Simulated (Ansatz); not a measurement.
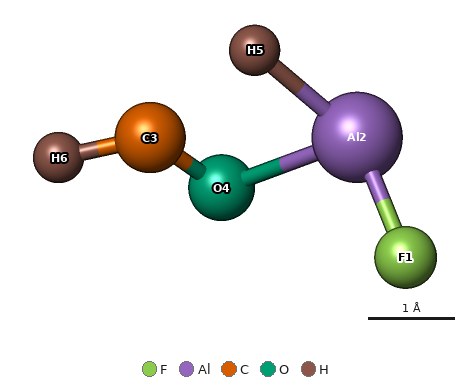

Fig. 1: The input geometry (ball-and-stick view, seen at a tilt; atoms are numbered from 1 in the order of the input). Sticks mark near contacts.

Phonon calculation, with input and output: CH2AlFO

CH2AlFO, computed with UKS BLYP/6-31G* (Ansatz 0.2.0).

It belongs to a series of runs on one base structure; here: vibrations at the highest image of the band. Figures and captions count atoms from 1; the log counts them from 0 in places.

**Input file**
```yaml
crystal:
  periodic: [false, false, false]
  atoms:
    - { symbol: F, position_ang: [-0.222095, -2.391427, 0.473259] }
    - { symbol: Al, position_ang: [0.150313, -1.215393, -0.668597] }
    - { symbol: C, position_ang: [0.011085, 1.093212, 0.178685] }
    - { symbol: O, position_ang: [-0.98514, 0.42001, -0.160602] }
    - { symbol: H, position_ang: [1.319173, -0.030553, -0.566199] }
    - { symbol: H, position_ang: [-0.231236, 2.060051, 0.697256] }
magnetization:
  spin_polarized: true
basis:
  gaussian: { orbitals: "6-31G*" }
hamiltonian:
  xc: blyp
phonons: {}
```

Machine: 2 threads of Intel Xeon @ 2.60GHz (Ice Lake), 24 GiB of memory available, shared host.

Launch command:
```bash
ansatz run input.yaml --threads 2 --pin off --max-ram 3072MiB --backend cpu --events-out ev --progress --plain --runs-dir out
```

**The program's output**
```
Engine: ansatz 0.2.0, x86_64-unknown-linux-gnu
Functional definition: BLYP
  parameter beta = 0.0042
  parameter a = 0.04918
  parameter b = 0.132
  parameter c = 0.2533
  parameter d = 0.349
  exchange = b88_x(beta = beta)
  correlation = lyp_c(a = a, b = b, c = c, d = d)
718 factors; their error is unknown
mean field evaluation 1: about -12421.1680 eV, gradient 4.1e1 eV
mean field evaluation 2: about -12382.1912 eV, gradient 9.9e1 eV
mean field evaluation 4: about -12427.4873 eV, gradient 1.4e1 eV
mean field evaluation 8: about -12428.2636 eV, gradient 1.0e-1 eV
mean field evaluation 16: about -12428.2276 eV, gradient 1.8e-4 eV
mean field -12428.22755390 eV, -456.7289384507 hartree, gradient 2.7e-5 eV, S^2 0.000000; 1 other end points of the search recorded, 0 dependent functions left out
the calculation of the forces begins
reference -12428.22785733 eV, -456.7289496014 hartree; 19, 19 occupied and 49, 49 virtual orbitals, 718 factors
these checks for a lower state are left out or cut short: stability, starts, cluster_reference, orbital_swaps, neighbouring_geometries, increment
718 factors; their error is unknown
mean field -12428.22754798 eV, -456.7289382330 hartree, gradient 1.4e-6 eV, S^2 0.000000; 0 other end points of the search recorded, 0 dependent functions left out
[... from here on the field's lines of each further geometry are left out, up to the last ...]
the calculation of the forces begins
reference -12428.22783671 eV, -456.7289488435 hartree; 19, 19 occupied and 49, 49 virtual orbitals, 718 factors
these checks for a lower state are left out or cut short: stability, starts, cluster_reference, orbital_swaps, neighbouring_geometries, increment
718 factors; their error is unknown
mean field -12428.22753329 eV, -456.7289376933 hartree, gradient 2.5e-6 eV, S^2 0.000000; 0 other end points of the search recorded, 0 dependent functions left out
the calculation of the forces begins
reference -12428.22783666 eV, -456.7289488419 hartree; 19, 19 occupied and 49, 49 virtual orbitals, 718 factors
WARN: phonons: modes at or below zero, which the zero-point energy, F, S and C_V leave out: 1, the lowest at -715.77 cm⁻¹. A minimum has none, and a first-order saddle one
Total energy: -12428.22785733 eV, -456.7289496014 hartree
Atom 0 at    -0.222095    -2.391427     0.473259 Å, force     0.000097    -0.000220    -0.000159 eV/Å
Atom 1 at     0.150313    -1.215393    -0.668597 Å, force    -0.000214     0.000225     0.000340 eV/Å
Atom 2 at     0.011085     1.093212     0.178685 Å, force     0.000009    -0.000029    -0.000155 eV/Å
Atom 3 at    -0.985140     0.420010    -0.160602 Å, force     0.000114     0.000016    -0.000036 eV/Å
Atom 4 at     1.319173    -0.030553    -0.566199 Å, force     0.000014    -0.000015     0.000020 eV/Å
Atom 5 at    -0.231236     2.060051     0.697256 Å, force    -0.000021     0.000023    -0.000009 eV/Å
Dipole moment:    -0.036444     0.424272    -0.100197 e Å
Vibrations: -715.77 118.72 190.55 393.15 467.49 583.73 686.28 812.57 1192.91 1537.76 1670.08 2781.01 cm⁻¹, zero-point energy 0.646840 eV
```

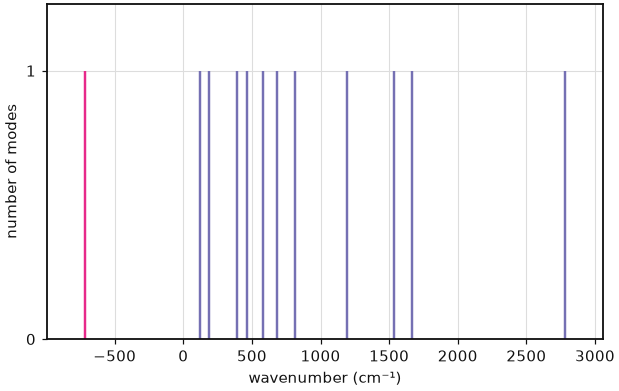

Fig. 2: Harmonic vibrational wavenumbers from the force constants; neighbouring modes closer than 16 cm⁻¹ are counted in one stick, and imaginary ones are drawn at negative wavenumbers. 12 modes from 716i to 2781 cm⁻¹, 1 imaginary beyond 8i (716i cm⁻¹): a first-order saddle point, if the geometry is stationary.

**Results in brief**

- outcome: converged
- total energy: −12428.2279 eV
- mean-field energy: −12428.2279 eV
- largest force (length of the vector): under 0.001 eV/Å
- wall time: 24 s (CPU time 45 s)
- peak memory: 0.14 GiB
